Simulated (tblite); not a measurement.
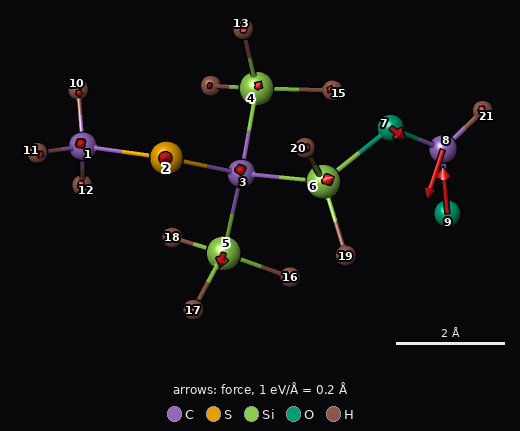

Starting geometry of C3H12O2SSi3 with the computed forces as red arrows. A ball-and-stick model, seen face on.

Computed with GFN2-xTB geometry optimisation, gas phase (tblite). 

Is this structure relaxed? If not, where do the atoms go?

Answer. It isn't relaxed: the largest force vector, on a C atom, is 5.04 eV/Å. The final displacements have little in common with the starting forces (cosine between the two patterns 0.13). The energy falls by 25.2 kcal/mol in 169 geometry steps. The largest move after the best rigid fit is that of an H atom, 1.33 Å. Largest moves by element: H 1.33 Å, O 0.95 Å, C 0.77 Å, Si 0.44 Å, S 0.35 Å. Among the contacts that change: C–Si 1.845 → 1.923 Å, C–O 1.274 → 1.197 Å, C–O 1.365 → 1.301 Å, O–Si 1.736 → 1.681 Å. Bond angles that change, for instance: O–C–H 120.7° → 111.3°, C–Si–H 105.6° → 114.3°, C–S–C 112.8° → 104.3°. Groups turn about C–Si by about 35°, C–Si by about 30°, O–Si by about 25°. The run took 8.5 s on 1 thread of Intel(R) Xeon(R) Processor @ 2.50GHz (shared host).
